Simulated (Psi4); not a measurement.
# CH6ClSi2 (SMILES C[Si]([SiH3])Cl): UMP2/jun-cc-pVDZ (density fitting, density fitting for correlation, sweep point 2)

What is the vertical ionisation energy of CH6ClSi2 at UMP2/jun-cc-pVDZ (density fitting, density fitting for correlation, sweep point 2)? The job is set up through a Python script.

The results are computed with Psi4 1.11.

## (1) The system as given

CH6ClSi2 has 10 atoms, charge 0, and is taken as a doublet. SMILES: `C[Si]([SiH3])Cl`. The shape is that of a PBE0-D4/def2-TZVP optimisation.

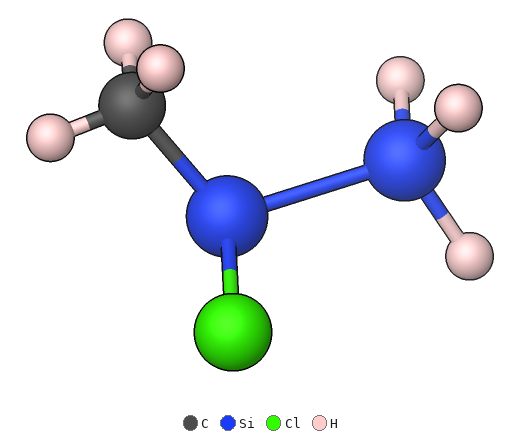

Viewed from a chosen angle; carbon dark grey, silicon blue, chlorine green, hydrogen pink.

## (2) A single-point energy at UMP2/jun-cc-pVDZ (density fitting, density fitting for correlation, sweep point 2)

The input, job.py:

```python
import psi4

psi4.set_memory(1600000000)
psi4.set_num_threads(1)
psi4.core.set_output_file('ch6clsi2.out', False)

geom = psi4.geometry("""
0 2
C     -0.817600     1.375900    -0.759000
Si    -0.393400    -0.447400    -0.745400
Si     1.253500    -1.073900     0.791400
Cl    -2.123100    -1.512600    -0.330000
H      0.078700     1.966200    -0.965000
H     -1.223500     1.680800     0.209700
H     -1.561600     1.592100    -1.528300
H      1.490500    -2.535600     0.676400
H      0.871400    -0.750900     2.195100
H      2.508200    -0.345800     0.457800
symmetry c1
""")

psi4.set_options(dict(basis='jun-cc-pVDZ', reference='uhf', puream=True, scf_type='df', num_frozen_docc=16, maxiter=100))

E = psi4.energy('mp2', molecule=geom)
print(f'mp2 energy: {E:.10f} Eh')
```

Started as:

```sh
$ python job.py
```

ch6clsi2.out:

```text
[...]
  Running in c1 symmetry.
[...]
  Nuclear repulsion =  257.389575034731365
[...]
  Multiplicity = 2
[...]
  Nalpha       = 29
  Nbeta        = 28
[...]
    Number of basis functions: 114
[...]
   @DF-UHF iter   1: -1078.64558766717323   -5.95761e-01   3.22139e-03 DIIS/ADIIS
[...]
   @DF-UHF iter  14: -1078.75451533029513   -8.41283e-12   5.70985e-09 DIIS
[...]
   @S^2 Observed:                7.566210581E-01
[...]
    Orbital Energies [Eh]
    ---------------------
    Alpha Occupied:
       1A   -104.820717     2A    -68.822781     3A    -68.787422
       4A    -11.235714     5A    -10.549834     6A     -8.017097
       7A     -8.015007     8A     -8.014182     9A     -6.170825
      10A     -6.137957    11A     -4.281631    12A     -4.274118
      13A     -4.272241    14A     -4.244245    15A     -4.243596
      16A     -4.243242    17A     -1.097096    18A     -0.966865
      19A     -0.751899    20A     -0.654828    21A     -0.582185
      22A     -0.579700    23A     -0.514115    24A     -0.498779
      25A     -0.489995    26A     -0.481006    27A     -0.475295
      28A     -0.411649    29A     -0.317967
    Alpha Virtual:
[...]
  @DF-UHF Final Energy: -1078.75451533029513
   => Energetics <=
    Nuclear Repulsion Energy =            257.3895750347313651
    One-Electron Energy =               -2004.8747189527530281
    Two-Electron Energy =                 668.7306285877264145
    Total Energy =                      -1078.7545153302951348
  UHF NO Occupations:
  HONO-2 :   27  A 1.9997517
  HONO-1 :   28  A 1.9973326
[...]
 Multipole Moments:
 ------------------------------------------------------------------------------------
     Multipole            Electronic (a.u.)      Nuclear  (a.u.)        Total (a.u.)
 ------------------------------------------------------------------------------------
 L = 1.  Multiply by 2.5417464519 to convert [e a0] to [Debye]
 Dipole X            :         -5.9935370            6.5122383            0.5187013
 Dipole Y            :         -5.5562035            6.2305692            0.6743657
 Dipole Z            :         -2.1745228            2.0819092           -0.0926136
 Magnitude           :                                                    0.8558022
[...]
```

The script printed:

```text
mp2 energy: -1079.2182988800 Eh
```

It took 5.7 s on 1 thread of AMD EPYC 7R43 (Zen 3), shared host; peak memory 0.3 GiB.

## (3) The singlet cation at the same level

The input, calc.py:

```python
import psi4

psi4.set_memory('1600 MB')
psi4.set_num_threads(1)
psi4.core.set_output_file('ch6clsi2.out', False)

m = psi4.geometry("""
1 1
C     -0.817600     1.375900    -0.759000
Si    -0.393400    -0.447400    -0.745400
Si     1.253500    -1.073900     0.791400
Cl    -2.123100    -1.512600    -0.330000
H      0.078700     1.966200    -0.965000
H     -1.223500     1.680800     0.209700
H     -1.561600     1.592100    -1.528300
H      1.490500    -2.535600     0.676400
H      0.871400    -0.750900     2.195100
H      2.508200    -0.345800     0.457800
units angstrom
symmetry c1
""")

psi4.set_options(dict(basis='jun-cc-pVDZ', reference='rhf', puream=True, scf_type='df', num_frozen_docc=16))

energy_value = psi4.energy("mp2")
print(f'mp2 energy: {energy_value:.10f} Eh')
```

Started as:

```sh
$ python calc.py
```

ch6clsi2.out:

```text
[...]
  Running in c1 symmetry.
[...]
  Nuclear repulsion =  257.389575034731365
[...]
  Multiplicity = 1
[...]
  Nalpha       = 28
  Nbeta        = 28
[...]
    Number of basis functions: 114
[...]
   @DF-RHF iter   1: -1078.35623921957290   -3.06413e-01   3.30782e-03 DIIS/ADIIS
[...]
   @DF-RHF iter  13: -1078.47458665486488   -8.86757e-12   2.97883e-09 DIIS
[...]
    Orbital Energies [Eh]
    ---------------------
    Doubly Occupied:
       1A   -105.035749     2A    -69.097179     3A    -68.980837
       4A    -11.432868     5A    -10.762690     6A     -8.229469
       7A     -8.227166     8A     -8.226585     9A     -6.439129
      10A     -6.330990    11A     -4.544313    12A     -4.542659
      13A     -4.541088    14A     -4.437421    15A     -4.436136
      16A     -4.436091    17A     -1.299700    18A     -1.159815
      19A     -0.938420    20A     -0.840097    21A     -0.769382
      22A     -0.765450    23A     -0.711145    24A     -0.679972
      25A     -0.675198    26A     -0.659189    27A     -0.656677
      28A     -0.608536
[...]
  @DF-RHF Final Energy: -1078.47458665486488
   => Energetics <=
    Nuclear Repulsion Energy =            257.3895750347313651
    One-Electron Energy =               -1992.8004251164891230
    Two-Electron Energy =                 656.9362634268929924
    Total Energy =                      -1078.4745866548648792
[...]
 Multipole Moments:
 ------------------------------------------------------------------------------------
     Multipole            Electronic (a.u.)      Nuclear  (a.u.)        Total (a.u.)
 ------------------------------------------------------------------------------------
 L = 1.  Multiply by 2.5417464519 to convert [e a0] to [Debye]
 Dipole X            :         -5.5257620            6.5122383            0.9864763
 Dipole Y            :         -5.2771114            6.2305692            0.9534578
 Dipole Z            :         -2.7597556            2.0819092           -0.6778464
 Magnitude           :                                                    1.5302591
[...]
```

The script printed:

```text
mp2 energy: -1078.9369207430 Eh
```

Run time: 4.8 s. Hardware: 1 thread of AMD EPYC 7R43 (Zen 3), shared host; peak memory 0.3 GiB.

## (4) Results

Level: UMP2/jun-cc-pVDZ (density fitting, density fitting for correlation, sweep point 2), 16 core orbitals frozen.

```
                                                                    quantity           value
                                              doublet CH6ClSi2: total energy  -1079.21830 Eh
doublet CH6ClSi2: HOMO energy (Hartree–Fock orbitals) (highest over α and β)        -8.65 eV
 doublet CH6ClSi2: LUMO energy (Hartree–Fock orbitals) (lowest over α and β)         0.71 eV
              doublet CH6ClSi2: correlation energy (16 core orbitals frozen)      -463.8 mEh
                         doublet CH6ClSi2: ⟨S²⟩ of the reference determinant           0.757
                                                singlet cation: total energy  -1078.93692 Eh
                         singlet cation: HOMO energy (Hartree–Fock orbitals)       -16.56 eV
                         singlet cation: LUMO energy (Hartree–Fock orbitals)        -6.52 eV
                       singlet cation: HOMO–LUMO gap (Hartree–Fock orbitals)        10.04 eV
                singlet cation: correlation energy (16 core orbitals frozen)      -462.3 mEh
                          vertical ionisation energy (to the singlet cation)        7.657 eV
```

**Reading.** Removing an electron at fixed nuclei costs 7.66 eV (739 kJ/mol). Only the singlet of the ionised species was computed; a triplet could lie lower.
